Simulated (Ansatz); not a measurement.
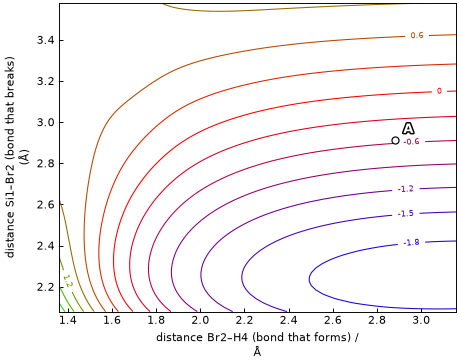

The reacting system BrH₃OSi (fragments BrH₃OSi where the first distance is long, H₂OSi + BrH where the second is long). Coordinates scanned: (1) distance Br2–H4 (bond that forms); (2) distance Si1–Br2 (bond that breaks). Relaxed at each point: all other coordinates. The grid has 9 × 9 points. Points are written as (first, second). Energies are in eV, from a guessed transition structure relaxed with its forming and breaking bonds held. The reference is spin-restricted, so regions where a bond is pulled apart into radicals lie too high. All numbers below come from RKS r2SCAN-D4/def2-SVP in Ansatz.

Drawn: contour lines labelled in eV, the point A. Between grid points the surface is interpolated.

**Is A at rest? If not, where is it pushed?**

A, at (2.882 Å, 2.913 Å), is not a stationary point. The computed force is 0.19 eV for each Å towards larger values of the first coordinate and 2.6 eV for each Å towards smaller values of the second coordinate.
